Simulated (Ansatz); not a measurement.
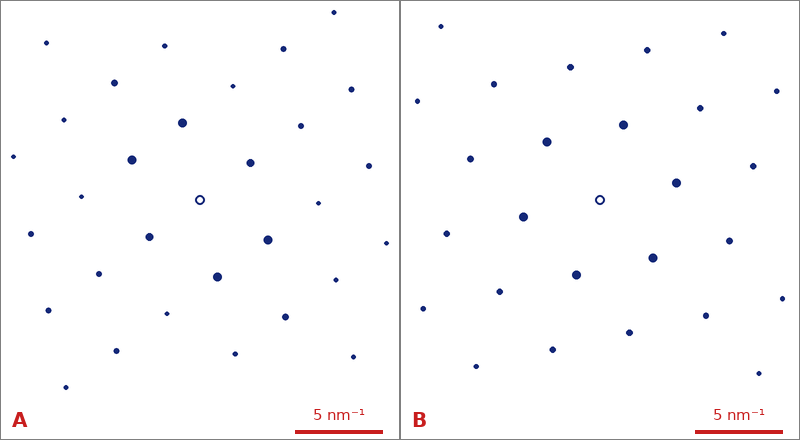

Kinematic electron diffraction patterns (300 kV, B = 0.5 Å², same scale, each along a low-index zone) of two structures of composition GeW, each relaxed at zero pressure with Ansatz, DFT PBE, scalar-relativistic, plane waves, PAW.

The structures (standard cells):
1. P-6m2 (No. 187), a = 3.212 Å, c = 3.609 Å (hexagonal axes), 2 atoms; generated start, possibly hypothetical
2. Pm-3m (No. 221), a = 3.135 Å, 2 atoms; generated start, possibly hypothetical

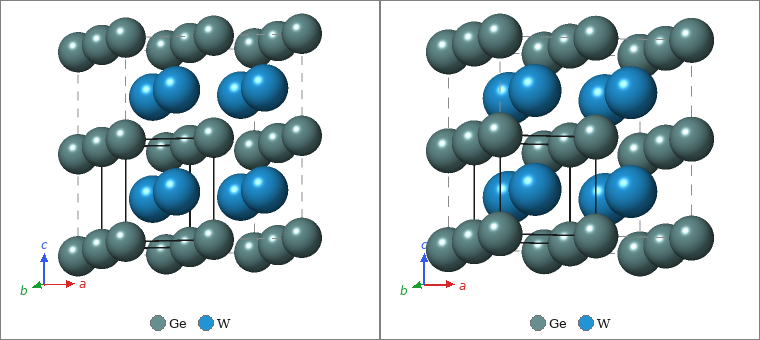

Drawings of the structures 1 to 2, from left to right (each may span several cells).

**Which pattern belongs to which structure, and along which zone?**

A is structure 1 along [101] or an equivalent direction: centred rectangular net of 0 1 0 at d = 2.78 Å and 1 0 -1 at d = 2.20 Å, 66.7° apart. B is structure 2 along [111] or an equivalent direction: hexagonal net of -1 1 0 at d = 2.22 Å and -1 0 1 at d = 2.22 Å, 60.0° apart.

**Which structure lies lowest at this level of theory, and by how much?**

Structure 1 (P-6m2, 16.12 Å³ an atom) is the lowest of these; structure 2 (Pm-3m, 15.40 Å³ an atom) lies about 200 meV an atom higher. These are static energies at 0 K; other structures, not shown, may lie lower still.
